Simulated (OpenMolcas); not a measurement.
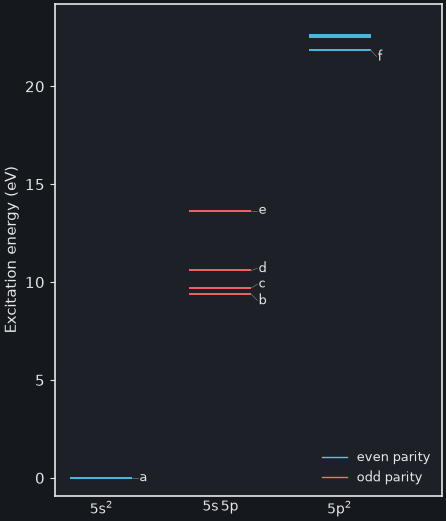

**Figure 1.** The lowest computed levels of Te⁴⁺, 6 of them lettered. a: 5s² ¹S₀ at 0; b: 5s 5p ³P°₀ at 9.37 eV; c: 5s 5p ³P°₁ at 9.71 eV; d: 5s 5p ³P°₂ at 10.6 eV; e: 5s 5p ¹P°₁ at 13.7 eV; f: 5p² ³P₀ at 21.9 eV.

## Multiconfigurational calculation, with input and output: Te⁴⁺

- system: Te⁴⁺.
- method: state-averaged MS-RASPT2, IPEA shift 0, imaginary shift 0.1 hartree, closed shells 4d correlated, active space 2 electrons in the shells 5s 5p 5d; RAS3 5d with at most 2 electrons, basis ANO-RCC-VTZP, DKH2 scalar Hamiltonian, spin-orbit coupling by RASSI with atomic mean-field integrals (OpenMolcas)

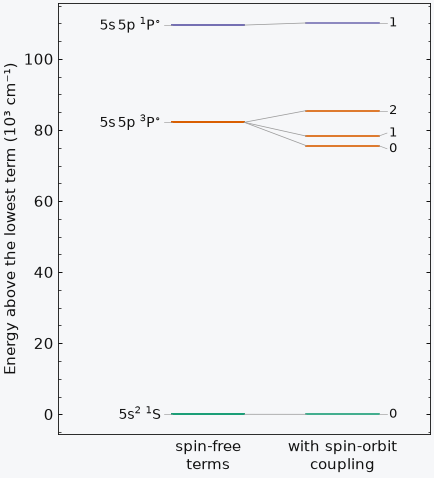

**Figure 2.** Terms of Te⁴⁺ (tellurium, Z = 52) without and with spin-orbit coupling; numbers at the right are J. 5s² ¹S (at 0) gives the one level J = 0; 5s 5p ³P° (at 82,200 cm⁻¹) splits over 9,870 cm⁻¹ into J = 0, 1, 2 from the bottom up (normal); 5s 5p ¹P° (at 110,000 cm⁻¹) gives the one level J = 1. The ground level lies 6.55 cm⁻¹ below the lowest term.

Input and output of the run follow.

## Input file
```
&GATEWAY
Coord
1

Te 0.0 0.0 0.0
Basis=ANO-RCC-VTZP
Group=XYZ
NoMove
AngMom=0.0 0.0 0.0
AMFI
&SEWARD
&RASSCF
FileOrb=start.orb
Symmetry=1
Spin=3
nActEl=2 0 0
Inactive=14 9
Ras2=1 3
CIRoot=3 3 1
SDav=3
CIMx=300
Iter=120 100
PrWF=0.3
OrbListing=Nothing
MaxOrb=0
Atom
>>> COPY $Project.JobIph JOBPRE
&RASSCF
FileOrb=start.orb
Symmetry=1
Spin=3
nActEl=2 0 2
Inactive=14 9
Ras2=1 3
Ras3=5 0
CIRoot=3 3 1
SDav=18
CIMx=300
Iter=120 100
PrWF=0.3
OrbListing=Nothing
MaxOrb=0
Thrs=2.0e-7 1.0e-1 5.0e-4
Atom
>>> COPY $Project.JobIph JOB001
&RASSCF
FileOrb=start.orb
Symmetry=1
Spin=1
nActEl=2 0 2
Inactive=14 9
Ras2=1 3
Ras3=5 0
CIRoot=7 7 1
SDav=27
CIMx=300
Iter=120 100
PrWF=0.3
OrbListing=Nothing
MaxOrb=0
Thrs=2.0e-7 1.0e-1 5.0e-4
Atom
>>> COPY $Project.JobIph JOB002
&RASSCF
FileOrb=start.orb
Symmetry=2
Spin=3
nActEl=2 0 2
Inactive=14 9
Ras2=1 3
Ras3=5 0
CIRoot=3 3 1
SDav=18
CIMx=300
Iter=120 100
PrWF=0.3
OrbListing=Nothing
MaxOrb=0
Thrs=2.0e-7 1.0e-1 5.0e-4
Atom
>>> COPY $Project.JobIph JOB003
&RASSCF
FileOrb=start.orb
Symmetry=2
Spin=1
nActEl=2 0 2
Inactive=14 9
Ras2=1 3
Ras3=5 0
CIRoot=3 3 1
SDav=18
CIMx=300
Iter=120 100
PrWF=0.3
OrbListing=Nothing
MaxOrb=0
Thrs=2.0e-7 1.0e-1 5.0e-4
Atom
>>> COPY $Project.JobIph JOB004
&RASSI
NrOfJobIphs=4 3 7 3 3
1 2 3
1 2 3 4 5 6 7
1 2 3
1 2 3
IphNames
JOB001
JOB002
JOB003
JOB004
EJob
SpinOrbit
DIPRint=1.0
SOCoupling=1000.0
Subsets=2
MEES
Property=10
'ANGMOM' 1 'ANGMOM' 2 'ANGMOM' 3 'MLTPL  1' 1 'MLTPL  1' 2 'MLTPL  1' 3
'AMFI' 1 'AMFI' 2 'AMFI' 3 'MLTPL  2' 6
SOProperty=3
'ANGMOM' 1 'ANGMOM' 2 'ANGMOM' 3
>>> COPY JOB001 $Project.JobIph
&CASPT2
Multistate=3 1 2 3
Frozen=9 9
IPEA=0.0
Imaginary=0.1
MaxIter=60
WThr=0.0 0.3 0.05
PrWF=0.5
NoMix
>>> COPY JOB002 $Project.JobIph
&CASPT2
Multistate=7 1 2 3 4 5 6 7
Frozen=9 9
IPEA=0.0
Imaginary=0.1
MaxIter=60
WThr=0.0 0.3 0.05
PrWF=0.5
NoMix
>>> COPY JOB003 $Project.JobIph
&CASPT2
Multistate=3 1 2 3
Frozen=9 9
IPEA=0.0
Imaginary=0.1
MaxIter=60
WThr=0.0 0.3 0.05
PrWF=0.5
NoMix
>>> COPY JOB004 $Project.JobIph
&CASPT2
Multistate=3 1 2 3
Frozen=9 9
IPEA=0.0
Imaginary=0.1
MaxIter=60
WThr=0.0 0.3 0.05
PrWF=0.5
NoMix
```

The file start.orb holds starting orbitals from an earlier step. A driver script formed the levels outside the program, from RASSI's spin-orbit matrix and the CASPT2 energies (for multi-state variants, the effective Hamiltonian), averaged over the components of each term or state. The log and the time are those of the CASPT2 step.

## Log (extracts)
```
--- CASPT2 ---
Orbital specifications:
      -----------------------

      Symmetry species                           1   2
                                                ag  au
      Frozen orbitals                            9   9
      Inactive orbitals                          5   0
      Active orbitals                            6   3
      Secondary orbitals                        16  20
      Deleted orbitals                           0   0
      Number of basis functions                 36  32
Type of calculation                        MS-CASPT2
      Fock operator                              state-specific
      IPEA shift                                 0.00
      Real shift                                 0.00
      Imaginary shift                            0.10
      The input orbitals will be transformed to quasi-canonical
Reference energy:       -6785.1590159321
      E2 (Non-variational):      -0.3982496168
      Shift correction:          -0.0000903051
      E2 (Variational):          -0.3983399219
      Total energy:           -6785.5573558540
      Residual norm:              0.0000007362
      Reference weight:           0.94854
      Contributions to the CASPT2 correlation energy
      Active & Virtual Only:         -0.0010604935
      One Inactive Excited:          -0.0771725246
      Two Inactive Excited:          -0.3200165987
Reference energy:       -6785.1590159321
      E2 (Non-variational):      -0.3982496168
      Shift correction:          -0.0000903051
      E2 (Variational):          -0.3983399219
      Total energy:           -6785.5573558540
      Residual norm:              0.0000007362
      Reference weight:           0.94854
      Contributions to the CASPT2 correlation energy
      Active & Virtual Only:         -0.0010604935
      One Inactive Excited:          -0.0771725246
      Two Inactive Excited:          -0.3200165987
::    CASPT2 Root  1     Total energy:  -6785.55735585
::    CASPT2 Root  2     Total energy:  -6785.55735585
::    CASPT2 Root  3     Total energy:  -6785.55735585
::    MS-CASPT2 Root  1     Total energy:  -6785.55735585
::    MS-CASPT2 Root  2     Total energy:  -6785.55735585
::    MS-CASPT2 Root  3     Total energy:  -6785.55735585
--- CASPT2 ---
Orbital specifications:
      -----------------------

      Symmetry species                           1   2
                                                ag  au
      Frozen orbitals                            9   9
      Inactive orbitals                          5   0
      Active orbitals                            6   3
      Secondary orbitals                        16  20
      Deleted orbitals                           0   0
      Number of basis functions                 36  32
Type of calculation                        MS-CASPT2
      Fock operator                              state-specific
      IPEA shift                                 0.00
      Real shift                                 0.00
      Imaginary shift                            0.10
      The input orbitals will be transformed to quasi-canonical
Reference energy:       -6785.9829714560
      E2 (Non-variational):      -0.4142683059
      Shift correction:          -0.0000853526
      E2 (Variational):          -0.4143536585
      Total energy:           -6786.3973251145
      Residual norm:              0.0000005335
      Reference weight:           0.94763
      Contributions to the CASPT2 correlation energy
      Active & Virtual Only:         -0.0041663778
      One Inactive Excited:          -0.0902146225
      Two Inactive Excited:          -0.3198873056
Reference energy:       -6785.1766103704
      E2 (Non-variational):      -0.3780733288
      Shift correction:          -0.0000768707
      E2 (Variational):          -0.3781501996
      Total energy:           -6785.5547605699
      Residual norm:              0.0000003484
      Reference weight:           0.95318
      Contributions to the CASPT2 correlation energy
      Active & Virtual Only:         -0.0010715222
      One Inactive Excited:          -0.0575363677
      Two Inactive Excited:          -0.3194654389
::    CASPT2 Root  1     Total energy:  -6786.39732511
::    CASPT2 Root  2     Total energy:  -6785.55476057
::    CASPT2 Root  3     Total energy:  -6785.55475615
::    CASPT2 Root  4     Total energy:  -6785.55475615
::    CASPT2 Root  5     Total energy:  -6785.55475615
::    CASPT2 Root  6     Total energy:  -6785.55475616
::    CASPT2 Root  7     Total energy:  -6785.44056862
::    MS-CASPT2 Root  1     Total energy:  -6786.39957146
::    MS-CASPT2 Root  2     Total energy:  -6785.55476135
::    MS-CASPT2 Root  3     Total energy:  -6785.55475621
::    MS-CASPT2 Root  4     Total energy:  -6785.55475615
::    MS-CASPT2 Root  5     Total energy:  -6785.55475615
::    MS-CASPT2 Root  6     Total energy:  -6785.55475609
::    MS-CASPT2 Root  7     Total energy:  -6785.43832152
--- CASPT2 ---
Orbital specifications:
      -----------------------

      Symmetry species                           1   2
                                                ag  au
      Frozen orbitals                            9   9
      Inactive orbitals                          5   0
      Active orbitals                            6   3
      Secondary orbitals                        16  20
      Deleted orbitals                           0   0
      Number of basis functions                 36  32
Type of calculation                        MS-CASPT2
      Fock operator                              state-specific
      IPEA shift                                 0.00
      Real shift                                 0.00
      Imaginary shift                            0.10
      The input orbitals will be transformed to quasi-canonical
Reference energy:       -6785.6367929847
      E2 (Non-variational):      -0.3883384865
      Shift correction:          -0.0000738246
      E2 (Variational):          -0.3884123111
      Total energy:           -6786.0252052958
      Residual norm:              0.0000006235
      Reference weight:           0.95247
      Contributions to the CASPT2 correlation energy
      Active & Virtual Only:         -0.0007784038
      One Inactive Excited:          -0.0676148114
      Two Inactive Excited:          -0.3199452712
Reference energy:       -6785.6367929845
      E2 (Non-variational):      -0.3883384865
      Shift correction:          -0.0000738246
      E2 (Variational):          -0.3884123111
      Total energy:           -6786.0252052956
      Residual norm:              0.0000006235
      Reference weight:           0.95247
      Contributions to the CASPT2 correlation energy
      Active & Virtual Only:         -0.0007784038
      One Inactive Excited:          -0.0676148115
      Two Inactive Excited:          -0.3199452712
::    CASPT2 Root  1     Total energy:  -6786.02520530
::    CASPT2 Root  2     Total energy:  -6786.02520530
::    CASPT2 Root  3     Total energy:  -6786.02520530
::    MS-CASPT2 Root  1     Total energy:  -6786.02520530
::    MS-CASPT2 Root  2     Total energy:  -6786.02520530
::    MS-CASPT2 Root  3     Total energy:  -6786.02520530
--- CASPT2 ---
Orbital specifications:
      -----------------------

      Symmetry species                           1   2
                                                ag  au
      Frozen orbitals                            9   9
      Inactive orbitals                          5   0
      Active orbitals                            6   3
      Secondary orbitals                        16  20
      Deleted orbitals                           0   0
      Number of basis functions                 36  32
Type of calculation                        MS-CASPT2
      Fock operator                              state-specific
      IPEA shift                                 0.00
      Real shift                                 0.00
      Imaginary shift                            0.10
      The input orbitals will be transformed to quasi-canonical
Reference energy:       -6785.4708879031
      E2 (Non-variational):      -0.4295470681
      Shift correction:          -0.0001127087
      E2 (Variational):          -0.4296597768
      Total energy:           -6785.9005476799
      Residual norm:              0.0000000902
      Reference weight:           0.94163
      Contributions to the CASPT2 correlation energy
      Active & Virtual Only:         -0.0052922250
      One Inactive Excited:          -0.1044120014
      Two Inactive Excited:          -0.3198428418
Reference energy:       -6785.4708879029
      E2 (Non-variational):      -0.4295470681
      Shift correction:          -0.0001127087
      E2 (Variational):          -0.4296597768
      Total energy:           -6785.9005476797
      Residual norm:              0.0000000902
      Reference weight:           0.94163
      Contributions to the CASPT2 correlation energy
      Active & Virtual Only:         -0.0052922250
      One Inactive Excited:          -0.1044120014
      Two Inactive Excited:          -0.3198428418
::    CASPT2 Root  1     Total energy:  -6785.90054768
::    CASPT2 Root  2     Total energy:  -6785.90054768
::    CASPT2 Root  3     Total energy:  -6785.90054768
::    MS-CASPT2 Root  1     Total energy:  -6785.90054768
::    MS-CASPT2 Root  2     Total energy:  -6785.90054768
::    MS-CASPT2 Root  3     Total energy:  -6785.90054768
```

## Spin-orbit levels, grouped by J and assigned

```
Configuration  Level  E (eV)  LS purity (%)  Landé g
          5s²    ¹S₀       0            100        –
        5s 5p   ³P°₀   9.372            100        –
        5s 5p   ³P°₁   9.706             98    1.492
        5s 5p   ³P°₂   10.60            100    1.501
        5s 5p   ¹P°₁   13.65             98    1.009
          5p²    ³P₀   21.85             94        –
          5p²    ³P₁   22.53            100    1.501
          5p²    ¹D₂   22.64             66    1.172
```

## Key numbers

- outcome: converged
- lowest level: 5s² ¹S₀
- first excited level: 5s 5p ³P°₀, 75,587 cm⁻¹
- energy of the lowest spin-free term: −6786.39957 hartree
- energy of the lowest spin-orbit level: −6786.39960 hartree
- CASPT2 correlation energy: −0.4166 hartree
- largest spread among components of a term: 1.0 cm⁻¹
- lowest reference weight: 0.941
- hardware: 1 CPU thread, shared host
- wall time: 6.9 s

## Notes

To bear in mind: extra active shells serve correlation only, their own levels not computed; only configurations of the active space are included.
